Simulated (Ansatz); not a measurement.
# Sc (model cell, started as body-centred cubic): following an unstable mode, part 2 of 3

Wanted: the energy along a soft mode of Sc (model cell, started as body-centred cubic) and the structure at the end.

Ansatz 0.2.0; DFT PBEsol, scalar-relativistic, plane waves, PAW; PAW set soft_1.

So far, highest frequency on the path or at a solved wavevector (cm⁻¹): step 2 (the dispersion) 223. Also lowest frequency on the path (cm⁻¹): step 2 -96.9.

This is not the structure that Sc takes at ambient pressure and room temperature (hexagonal, No. 194); it is a model or a phase of other conditions.

### 6. Relaxing from the distorted cell

Starting from the lowest point found, all atoms and the cell are let go, so that strain and other modes of the same symmetry can join in.

The input, input.yaml:

```yaml
crystal:
  lattice:
    - [-1.8132278844, 1.8132278844, 1.8132278844]
    - [0.0, -3.6264557688, 3.6264557688]
    - [5.4396836532, 1.8132278844, 1.8132278844]
  atoms:
    - { symbol: Sc, position: [0.0410520842, 0.0, -0.0060790596] }
    - { symbol: Sc, position: [0.7089479158, 0.5, 0.2560790596] }
    - { symbol: Sc, position: [0.4589479158, 0.0, 0.5060790596] }
    - { symbol: Sc, position: [0.2910520842, 0.5, 0.7439209404] }
kpoints:
  mp_grid: { grid: [14, 8, 8] }
hamiltonian:
  xc: pbesol
  pseudopotentials: { kind: paw, azcp: { folder: soft_1 }, xc_functional: pbe }
scf:
  occupations: { method: methfessel_paxton, width: 0.2 }
output:
  forces: true
  stress: true
  eigenvalues: true
  write_density: true
  write_potential: true
  elf: true
  volumetric_format: npy
relax:
  adjacent_minimum: "off"
  f_tol: 0.002
  max_steps: 120
  cell: { stress_tol: 0.03 }
```

Run with:

```sh
$ ansatz run input.yaml --threads 8 --pin off --max-ram 16384MiB --backend cpu --events-out ev --progress --plain --runs-dir out
```

Numbers of over 12 decimals in the logs are rounded to 6 here.

What it wrote:

```text
[...]
Crystal: 4 atoms, lattice volume = 95.384 Å³
Basis set: ecut = 420 eV, 1871 PW (Γ), exchange–correlation on 48×72×90 points (8 copies of the dense FFT grid, shifted against one another)
Bands: 27, of which v1, the nominal top of the filled ones, is band 22 counted from 1 (21 counted from 0)
Symmetry: 4 space group operations
[...]
k-points: 290 of 896
[...]
SCF iter   1: F=—  HF=-8445.409825 eV  |F-HF|=—  |Δ(HF+E_count)|=         —  Δρ=2.87e-2  dr2=1.13e0  ethr=3.10e-3  ⟨swp⟩=4.7  Hψ=29094  notcnv=0
[...]
SCF iter   8: F=-8445.052791 eV  HF=-8445.052791 eV  |F-HF|=1.83e-9  |Δ(HF+E_count)|=   3.61e-9  S|Δr|=    0.00e0  Δρ=2.10e-6  dr2=4.18e-9  ethr=1.70e-10  ⟨swp⟩=4.0  Hψ=41139  notcnv=0
SCF 1 converged in 8 iterations: F = -8445.052791 eV  dr2 = 4.18e-9
[...]
relax step   1: F+E_penalty+E_count = -8445.05279076 eV  Δ(F+E_penalty+E_count) = +0.000e0 eV  max|allowed force component| = 1.103e-1 eV/Å  Δτ_max = 0.0000 Å  P = -0.142 GPa  Ω = 95.384 Å³  (8 SCF iters, dr2 threshold 1.00e-7 eV, accepted)
Crystal: 4 atoms, lattice volume = 95.154 Å³
Basis set: ecut = 420 eV, 1857 PW (Γ), exchange–correlation on 48×72×90 points (8 copies of the dense FFT grid, shifted against one another)
[...]
iter 1 solved again at ethr=2.25e-5 eV; its pass at ethr=3.10e-3 eV (dr2=9.90e-3 eV) is discarded
[...]
SCF iter   5: F=-8445.112984 eV  HF=-8445.112984 eV  |F-HF|=1.09e-7  |Δ(HF+E_count)|=   8.47e-8  S|Δr|=    0.00e0  Δρ=1.09e-5  dr2=1.76e-7  ethr=9.09e-10  ⟨swp⟩=9.3  Hψ=51535  notcnv=0
SCF 2 converged in 5 iterations: F = -8445.112984 eV  dr2 = 1.76e-7
relax step   2: F+E_penalty+E_count = -8445.11298351 eV  Δ(F+E_penalty+E_count) = -6.019e-2 eV  max|allowed force component| = 2.048e-1 eV/Å  Δτ_max = 0.0910 Å  P = -0.185 GPa  Ω = 95.154 Å³  energy of the carried Pulay correction = +3.644e-6 eV  (5 SCF iters, dr2 threshold 4.00e-7 eV, accepted)
Crystal: 4 atoms, lattice volume = 95.295 Å³
Basis set: ecut = 420 eV, 1861 PW (Γ), exchange–correlation on 48×72×90 points (8 copies of the dense FFT grid, shifted against one another)
[...]
SCF iter   6: F=-8445.260967 eV  HF=-8445.260967 eV  |F-HF|=2.82e-8  |Δ(HF+E_count)|=   3.16e-7  S|Δr|=    0.00e0  Δρ=8.43e-6  dr2=6.74e-8  ethr=9.09e-10  ⟨swp⟩=9.6  Hψ=53244  notcnv=0
SCF 3 converged in 6 iterations: F = -8445.260967 eV  dr2 = 6.74e-8
relax step   3: F+E_penalty+E_count = -8445.26096738 eV  Δ(F+E_penalty+E_count) = -1.480e-1 eV  max|allowed force component| = 1.405e-1 eV/Å  Δτ_max = 0.2000 Å  P = -0.581 GPa  Ω = 95.295 Å³  energy of the carried Pulay correction = +1.413e-6 eV  (6 SCF iters, dr2 threshold 4.00e-7 eV, accepted)
[...]
relax step   4: F+E_penalty+E_count = -8445.22117198 eV  Δ(F+E_penalty+E_count) = +3.980e-2 eV  max|allowed force component| = 4.266e-1 eV/Å  Δτ_max = 0.1911 Å  P = +1.728 GPa  Ω = 92.703 Å³  energy of the carried Pulay correction = +4.289e-5 eV  (7 SCF iters, dr2 threshold 4.00e-7 eV, rejected (line search))
[...]
relax step   5: F+E_penalty+E_count = -8445.29626156 eV  Δ(F+E_penalty+E_count) = -3.529e-2 eV  max|allowed force component| = 6.221e-2 eV/Å  Δτ_max = 0.0955 Å  P = +0.536 GPa  Ω = 93.404 Å³  energy of the carried Pulay correction = +3.155e-5 eV  (10 SCF iters, accepted)
[...]
relax step   6: F+E_penalty+E_count = -8445.30735801 eV  Δ(F+E_penalty+E_count) = -1.110e-2 eV  max|allowed force component| = 5.516e-2 eV/Å  Δτ_max = 0.0826 Å  P = +0.195 GPa  Ω = 94.199 Å³  energy of the carried Pulay correction = +1.881e-5 eV  (6 SCF iters, dr2 threshold 4.00e-7 eV, accepted)
[...]
relax step   7: F+E_penalty+E_count = -8445.30879941 eV  Δ(F+E_penalty+E_count) = -1.441e-3 eV  max|allowed force component| = 4.823e-2 eV/Å  Δτ_max = 0.0595 Å  P = -0.071 GPa  Ω = 94.571 Å³  energy of the carried Pulay correction = +1.288e-5 eV  (5 SCF iters, dr2 threshold 4.00e-7 eV, accepted)
[...]
relax step   8: F+E_penalty+E_count = -8445.31186783 eV  Δ(F+E_penalty+E_count) = -3.068e-3 eV  max|allowed force component| = 2.473e-3 eV/Å  Δτ_max = 0.0228 Å  P = -0.004 GPa  Ω = 94.447 Å³  energy of the carried Pulay correction = +1.485e-5 eV  (5 SCF iters, dr2 threshold 1.45e-7 eV, accepted)
[...]
relax step   9: F+E_penalty+E_count = -8445.31188368 eV  Δ(F+E_penalty+E_count) = -1.585e-5 eV  max|allowed force component| = 9.407e-4 eV/Å  Δτ_max = 0.0018 Å  P = +0.008 GPa  Ω = 94.422 Å³  energy of the carried Pulay correction = +1.525e-5 eV  (5 SCF iters, dr2 threshold 3.82e-10 eV, accepted)
[...]
SCF iter   4: F=-8445.311866 eV  HF=-8445.311866 eV  |F-HF|=9.09e-12  |Δ(HF+E_count)|=  1.13e-10  S|Δr|=    0.00e0  Δρ=1.56e-7  dr2=1.12e-11  ethr=1.00e-12  ⟨swp⟩=5.0  Hψ=30456  notcnv=0
SCF 10 converged in 4 iterations: F = -8445.311866 eV  dr2 = 1.12e-11
relax step  10: F+E_penalty+E_count = -8445.31186647 eV  Δ(F+E_penalty+E_count) = +1.721e-5 eV  max|allowed force component| = 9.367e-4 eV/Å  Δτ_max = 0.0000 Å  P = +0.010 GPa  Ω = 94.422 Å³  stress off target by 1.49e-2 GPa  SCF on the basis re-selected at this cell (its energy is not comparable with the rows above)  (4 SCF iters)
basis re-selected at this cell: Δ(F+E_penalty+E_count) = +1.721e-5 eV, ΔP = +0.002 GPa vs the last step (what re-selecting the basis moved, of the pressure what is left beyond the Pulay correction that the steps carried, after the strain that the cell walked since its last selection, with what the two solves' SCF thresholds leave and, on support functions, any second-order correction that the steps lacked; it is no m [...]
SCF converged after 4 iterations
[...]
Free energy (F): -8445.311866 eV
[...]
Internal energy: -8445.292483 eV  (E = F + TS)
E sigma→0 (E₀):  -8445.307021 eV
Entropy (-TS):   -0.019383 eV (-4.846 meV/atom)
Fermi energy:    9.454227 eV
[...]
--- Forces (eV/Å), atoms counted from 1 ---
  atom   1  Sc     0.00026092    -0.00006565    -0.00006565
  atom   2  Sc    -0.00026092     0.00006565     0.00006565
  atom   3  Sc    -0.00093672     0.00029432     0.00029432
  atom   4  Sc     0.00093672    -0.00029432    -0.00029432
  max |Σ_I F_I| component: 0.00e0 eV/Å
--- Stress (GPa, compression-positive) ---
        0.009052       0.000822       0.000822
        0.000822       0.010450      -0.004414
        0.000822      -0.004414       0.010450
  P = ⅓ Tr σ = 0.0100 GPa (0.100 kbar)
--- Band table (eV; the first three rows and the last of 290) ---
  k-point 0: bands = [... 18 lower, 8.0550, 8.2875, 9.2374, 9.4832, 9.9316, 10.0009, 10.4776, 11.0606, ... 1 higher]
  k-point 1: bands = [... 18 lower, 7.9258, 8.6643, 9.2632, 9.4203, 10.0341, 10.0595, 10.3949, 10.9701, ... 1 higher]
  k-point 2: bands = [... 18 lower, 8.1158, 8.8581, 9.3445, 9.3847, 10.1583, 10.1868, 10.2253, 10.8548, ... 1 higher]
  k-point 289: bands = [... 18 lower, 8.6626, 8.6626, 9.1986, 9.1986, 9.4565, 9.4565, 10.6616, 10.6616, ... 1 higher]
--- Relaxed structure (9 steps of the walk, 8 accepted, 1 SCFs on fresh bases) ---
  F+E_penalty+E_count = -8445.31186647 eV   max|allowed force component| = 9.367e-4 eV/Å   (the final SCF, on the basis selected at the relaxed cell)
  cell:  # Å, volume = 94.4222 Å³
    - [-1.969327, 1.793197, 1.793197]
    - [0.0, -3.521689, 3.521689]
    - [5.648877, 1.663645, 1.663645]
  atoms:
    - { symbol: Sc, position: [0.049172, -8.673617379884035e-19, -0.026882] }
    - { symbol: Sc, position: [0.700828, 0.500000, 0.276882] }
    - { symbol: Sc, position: [0.310176, -5.551115123125783e-17, 0.495730] }
    - { symbol: Sc, position: [0.439824, 0.500000, 0.754270] }
```

The job ended after 53 s (8 threads of Arm Neoverse V2, shared host; peak memory 0.92 GiB; 6.9 min of CPU time).

Relaxation path:

| step | energy less that of the first step (eV) | largest force component (eV/Å) | pressure (GPa) | volume (Å³) |
| --- | --- | --- | --- | --- |
| 1 | 0.0000 | 0.1103 | -0.14 | 95.38 |
| 2 | -0.0602 | 0.2048 | -0.18 | 95.15 |
| 3 | -0.2082 | 0.1405 | -0.58 | 95.29 |
| 4 | -0.1684 | 0.4266 | 1.73 | 92.70 |
| 5 | -0.2435 | 0.0622 | 0.54 | 93.40 |
| 6 | -0.2546 | 0.0552 | 0.20 | 94.20 |
| 7 | -0.2560 | 0.0482 | -0.07 | 94.57 |
| 8 | -0.2591 | 0.0025 | 0.00 | 94.45 |
| 9 | -0.2591 | 0.0009 | 0.01 | 94.42 |
| 10* | -0.2591 | 0.0009 | 0.01 | 94.42 |

Relaxation steps marked * repeat the geometry before them on a plane-wave basis chosen anew for their cell, so energy and pressure can jump there. Relaxation step 4 was tried and not accepted.

The run keeps the 4 symmetry operations that it works with, so distortions that break them were not tested.

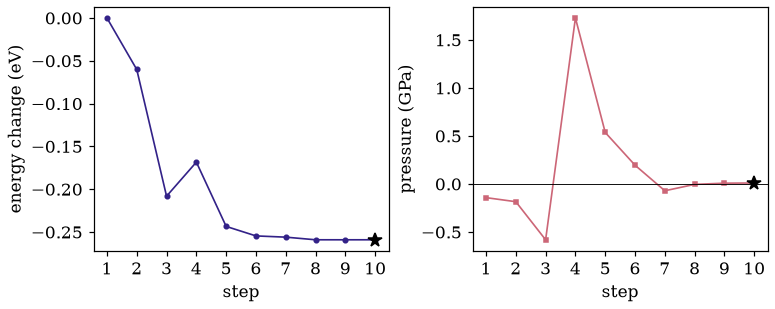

Energy and pressure along the relaxation. Stars mark steps on a basis chosen anew.

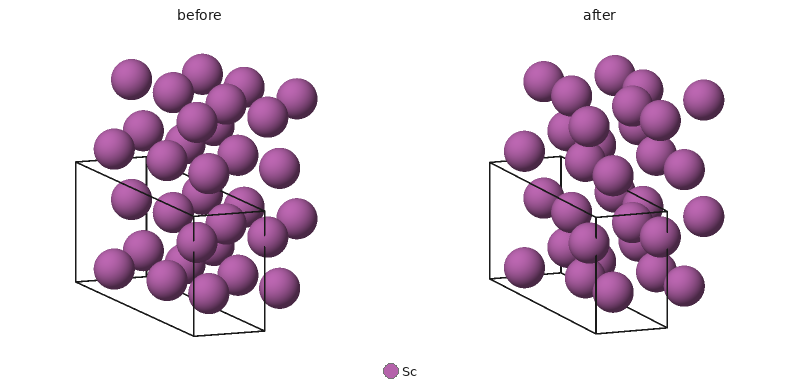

Before and after, at one scale.

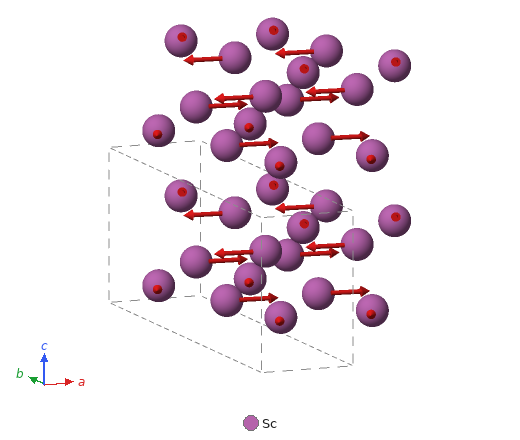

Displacements in the relaxation, exaggerated, measured against the changing cell; the longest in the cell stands for 0.47 Å. 2×1×2 conventional cells are drawn.

```
     cell as run  before   after  change
           a (Å)   3.141   3.211  +2.2 %
           b (Å)   5.129   4.980  -2.9 %
           c (Å)   6.014   6.119  +1.8 %
           β (°)  100.02  105.22  +5.2 %
volume (Å³/atom)   23.85   23.61  -1.0 %
```

The atoms that moved most (Å, as changes of fractional coordinates times the final cell):

| atom | dx | dy | dz | length |
| --- | --- | --- | --- | --- |
| Sc4 | -0.235 | 0.284 | 0.284 | 0.465 |
| Sc3 | 0.235 | -0.284 | -0.284 | 0.465 |
| Sc1 | -0.134 | -0.020 | -0.020 | 0.136 |
| Sc2 | 0.134 | 0.020 | 0.020 | 0.136 |

Final coordinates:

```xyz
4
Lattice="-1.9693 1.7932 1.7932 0.0000 -3.5217 3.5217 5.6489 1.6636 1.6636" Properties=species:S:1:pos:R:3 pbc="T T T"
Sc   -0.2487    0.0435    0.0435
Sc    0.1839   -0.0435    3.4782
Sc    2.1895    1.3809    1.3809
Sc    3.3946    0.2827    3.8044
```

Numbers from this step:

| Item | Value |
| --- | --- |
| pressure | 0.009984 GPa |
| volume per atom | 23.61 Å³ |

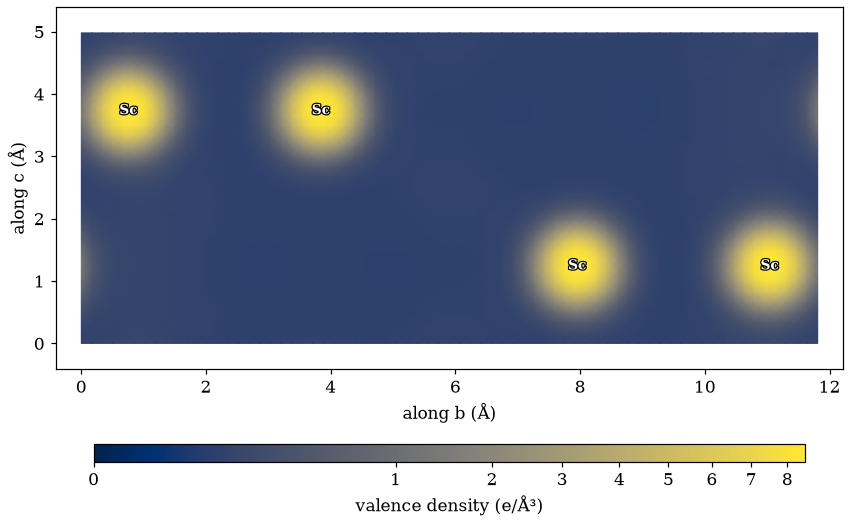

Valence density in the bc plane of the conventional cell at fractional x = 0.000, with atoms of Sc within 0.2 Å of it. It is the smooth field of the valence electrons, not physical close to the nuclei. The colour scale is stretched toward low values.

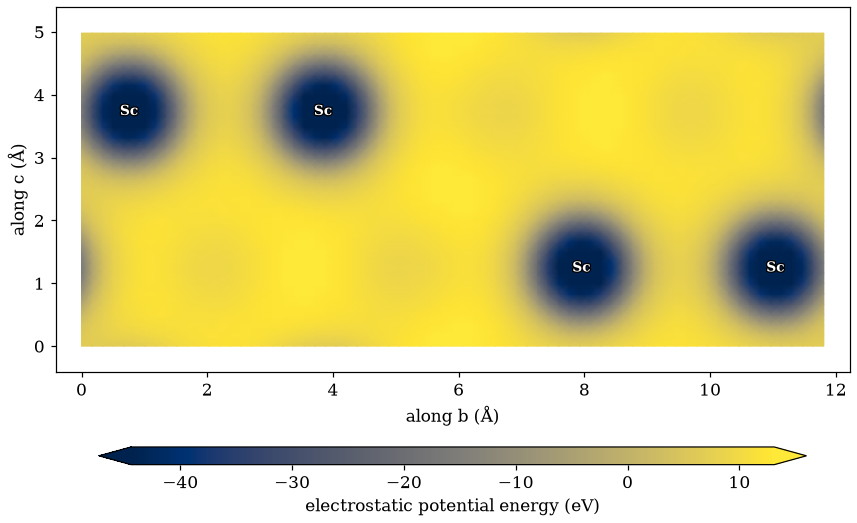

Electrostatic potential energy in the bc plane of the conventional cell at fractional x = 0.000, with atoms of Sc within 0.2 Å of it. With pseudopotentials it is smooth inside the atoms' cores, unlike the true potential.

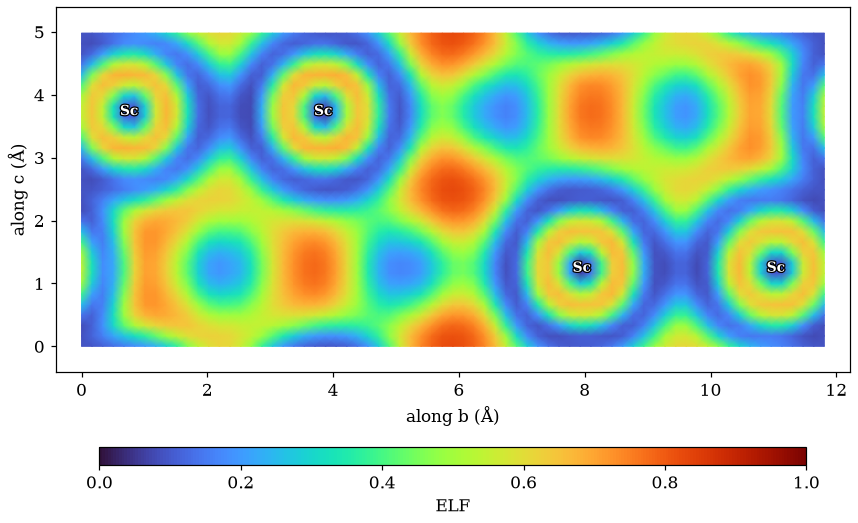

ELF in the bc plane of the conventional cell at fractional x = 0.000, with atoms of Sc within 0.2 Å of it. It is the smooth field of the valence electrons, not physical close to the nuclei.

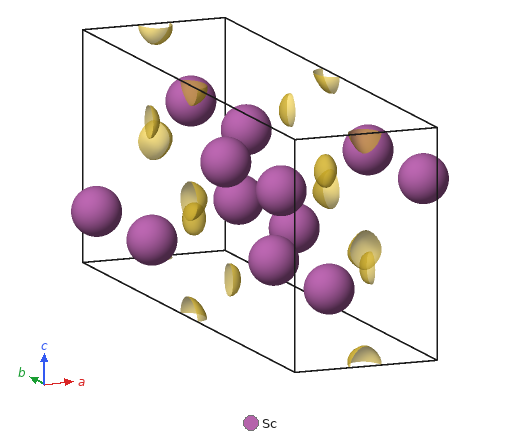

Surface of ELF = 0.75.

The distorted start has space group P2_1/m; the relaxation ends in Cmcm.

### 7. The new phase in its own primitive cell

The relaxed structure is symmetrised, reduced to its primitive cell and relaxed tightly, as its phonons need.

input.yaml, the sections that differ from step 6:

```yaml
crystal:
  lattice:
    - [1.6054092876, -5.9046237642, 0.0]
    - [1.6054092876, 5.9046237642, 0.0]
    - [0.0, 0.0, 4.980420807]
  atoms:
    - { symbol: Sc, position: [0.6741715083, 0.3258284917, 0.75] }
    - { symbol: Sc, position: [0.3258284917, 0.6741715083, 0.25] }
    - { symbol: Sc, position: [0.935478002, 0.064521998, 0.75] }
    - { symbol: Sc, position: [0.064521998, 0.935478002, 0.25] }
kpoints:
  mp_grid: { grid: [14, 14, 8] }
output:
  forces: true
  stress: true
  eigenvalues: true
relax:
  adjacent_minimum: "off"
  f_tol: 0.001
  max_steps: 60
  cell: { stress_tol: 0.01 }
# hamiltonian, scf: as in step 6
```

What it wrote:

```text
[...]
Crystal: 4 atoms, lattice volume = 94.422 Å³
Basis set: ecut = 420 eV, 1839 PW (Γ), exchange–correlation on 90×90×72 points (8 copies of the dense FFT grid, shifted against one another)
Bands: 27, of which v1, the nominal top of the filled ones, is band 22 counted from 1 (21 counted from 0)
Symmetry: 8 space group operations
[...]
k-points: 285 of 1568
[...]
--- Relaxed structure (3 steps of the walk, 3 accepted, 1 SCFs on fresh bases) ---
[...]
cell:  # Å, volume = 94.4383 Å³
    - [1.605425, -5.904802, 0.0]
    - [1.605425, 5.904802, 0.0]
    - [0.0, 0.0, 4.981075]
  atoms:
    - { symbol: Sc, position: [0.674048, 0.325952, 0.75] }
    - { symbol: Sc, position: [0.325952, 0.674048, 0.250000] }
    - { symbol: Sc, position: [0.935357, 0.064643, 0.75] }
    - { symbol: Sc, position: [0.064643, 0.935357, 0.250000] }
[key lines of the parts left out:]
SCF converged after 5 iterations
Free energy (F): -8445.311872 eV
Fermi energy:    9.452323 eV
P = ⅓ Tr σ = 0.0003 GPa (0.003 kbar)
```

Run time: 16 s. Hardware: 8 threads; peak memory 0.92 GiB; 2.1 min of CPU time.

Little changed from the start: no atom moved by 0.005 Å and no cell edge by 0.1 %.

This step gave:

```yaml
pressure: 3.11e-4 GPa
```

The largest force component left is 0.27 meV/Å and the pressure is 0.000 GPa, within the tolerances set. The cell now holds 23.61 Å³/atom.

[end of part 2 of 3]

[Logs are printed without paths, hosts, clocks, repeated set-up lines and the standing remarks that a program may print on its own settings, such as how far it seeks lower states.]

[Hosts, paths, dates, database ids (printed as entryN), source tags and the programs' standing remarks are cut or masked in the printed files.]
